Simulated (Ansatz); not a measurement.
# FCI/STO-3G run of SiHF2 (SMILES F[SiH]F)

Aim: the energy change on altering one bond length of SiHF2 at FCI/STO-3G, from 2 runs. 

Program for the calculation: Ansatz 0.2.0.

66 further runs of the same task are left out: 9 that didn't finish, 57 set aside as unsound or not needed.

### Step 1. The system as given

The species is SiHF2 (4 atoms), meant as a doublet with charge 0. As SMILES, `F[SiH]F`. The shape is that of a GFN2-xTB optimisation.

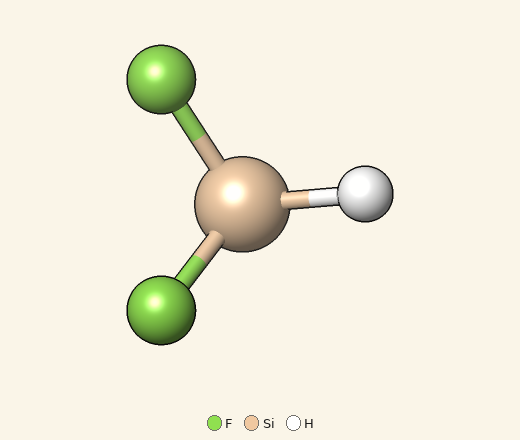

Viewed from a chosen angle; fluorine green, silicon light orange, hydrogen white.

### Step 2. The energy at FCI/STO-3G

The input, job.yaml:

```yaml
crystal:
  periodic: [false, false, false]
  atoms:
    - {symbol: F, position_ang: [1.226950, 0.652980, -0.410280]}
    - {symbol: Si, position_ang: [-0.028060, -0.342890, -0.301090]}
    - {symbol: F, position_ang: [-1.234200, 0.716240, -0.252780]}
    - {symbol: H, position_ang: [0.035310, -1.026330, 0.964150]}
basis:
  gaussian:
    orbitals: STO-3G
magnetization:
  spin_polarized: true
  initial_magnetization: 1
correlation:
  method: fci
  frozen_orbitals: {F: 1, H: 0, Si: 5}
accuracy: high
```

The run is started by

```console
ansatz run job.yaml --threads 1 --pin off --max-ram 2610MiB --events-out events.jsonl --progress --plain --runs-dir runs
```

The log of the run:

```text
Warning: RAYON_NUM_THREADS=1 ignored (pool sized by the plan → 1); use --threads N
Functional definition: HF
  name "HF"
  exchange = exact_x
  correlation = 0
361 factors; integrals over basis functions are off by at most 3.0e-8 eV
mean field evaluation 1: about -13119.8864 eV, gradient 1.5e1 eV
mean field evaluation 2: about -13119.9446 eV, gradient 1.5e1 eV
mean field evaluation 4: about -13122.3385 eV, gradient 1.3e0 eV
mean field evaluation 8: about -13122.3769 eV, gradient 1.7e-2 eV
mean field -13122.37685845 eV, -482.2384548817 hartree, gradient 1.5e-8 eV, S^2 0.754549; 0 other end points of the search recorded, 0 dependent functions left out
mean field evaluation 16: about -13122.3486 eV, gradient 2.7e-1 eV
7 core orbitals not correlated: weight in the atoms' cores, before any rotation towards them, 1.000 or more for the frozen orbitals, at most 0.000 for the correlated occupied ones
reference -13122.34863384 eV, -482.2374176461 hartree; 10, 9 occupied and 3, 4 virtual orbitals, 361 factors
state -13124.58447233 eV, -482.3195831953 hartree
Total energy: -13124.58447233 eV, -482.3195831953 hartree
```

It took 0.87 s on 1 thread of Intel Xeon 6975P-C (Granite Rapids), shared host.

### Step 3. The distorted shape

The input, run.yaml:

```yaml
crystal:
  periodic: [false, false, false]
  atoms:
    - {symbol: F, position_ang: [1.540700, 0.901946, -0.437577]}
    - {symbol: Si, position_ang: [-0.028060, -0.342890, -0.301090]}
    - {symbol: F, position_ang: [-1.234200, 0.716240, -0.252780]}
    - {symbol: H, position_ang: [0.035310, -1.026330, 0.964150]}
basis:
  gaussian: {orbitals: STO-3G}
correlation: {method: fci, frozen_orbitals: {F: 1, H: 0, Si: 5}}
accuracy: high
magnetization: {spin_polarized: true, initial_magnetization: 1}
```

The run is started by

```console
ansatz run run.yaml --threads 1 --pin off --max-ram 2610MiB --events-out events.jsonl --progress --plain --runs-dir runs
```

The log of the run:

```text
Warning: RAYON_NUM_THREADS=1 ignored (pool sized by the plan → 1); use --threads N
Functional definition: HF
  name "HF"
  exchange = exact_x
  correlation = 0
353 factors; integrals over basis functions are off by at most 3.2e-8 eV
mean field evaluation 1: about -13115.8124 eV, gradient 1.8e1 eV
mean field evaluation 2: about -13115.8706 eV, gradient 1.8e1 eV
mean field evaluation 4: about -13120.4824 eV, gradient 2.3e0 eV
mean field evaluation 8: about -13120.7308 eV, gradient 7.5e-1 eV
mean field evaluation 16: about -13120.8089 eV, gradient 2.4e-8 eV
mean field evaluation 32: about -13120.8089 eV, gradient 3.5e-2 eV
mean field -13120.80887059 eV, -482.1808323906 hartree, gradient 2.7e-8 eV, S^2 0.913593; 2 other end points of the search recorded, 0 dependent functions left out
7 core orbitals not correlated: weight in the atoms' cores, before any rotation towards them, 1.000 or more for the frozen orbitals, at most 0.000 for the correlated occupied ones
reference -13120.24804094 eV, -482.1602222810 hartree; 10, 9 occupied and 3, 4 virtual orbitals, 353 factors
state -13123.47852898 eV, -482.2789405268 hartree
Total energy: -13123.47852898 eV, -482.2789405268 hartree
```

It took 1.2 s on 1 thread of Intel Xeon 6975P-C (Granite Rapids), shared host.

### Step 4. Results

Level: FCI/STO-3G, 7 core orbitals frozen.

| quantity | value |
| --- | --- |
| first shape: total energy | -482.31958 Eh |
| first shape: correlation energy (7 core orbitals frozen) | -82.2 mEh |
| distorted shape: total energy | -482.27894 Eh |
| distorted shape: correlation energy (7 core orbitals frozen) | -118.7 mEh |
| energy change with the F1–Si2 bond stretched from 1.606 to 2.007 Å | 1.106 eV |

What this shows: With the F1–Si2 bond stretched from 1.606 to 2.007 Å the energy rises by 1.11 eV (26 kcal/mol). The first shape isn't relaxed at this level, so the change isn't measured from a minimum. The minimal basis adds a large error of its own.
